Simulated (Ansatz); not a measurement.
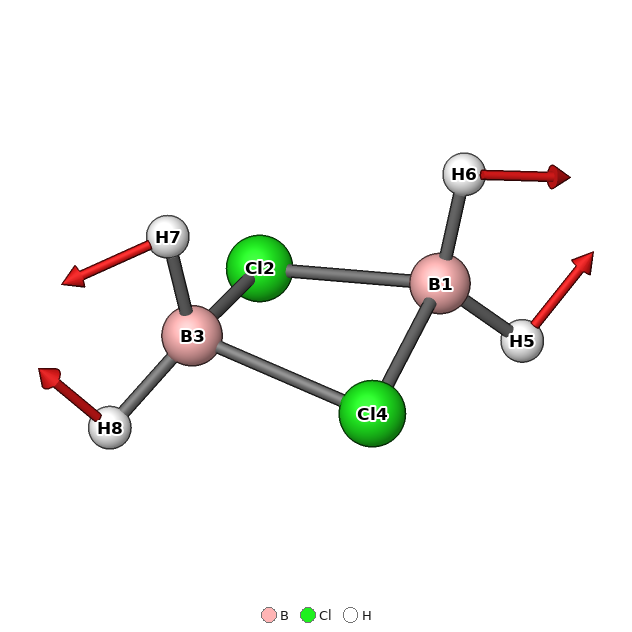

The arrows show one normal mode. Harmonic vibrations computed with RKS PBE0-D4/def2-TZVP (Ansatz 0.2.0) at a stationary point of the same level.

**What kind of motion is it?**

Mostly H–B–H bending.

**Estimate its harmonic wavenumber.**

1166 cm⁻¹; it is mode 14 of 18 counted from the lowest.
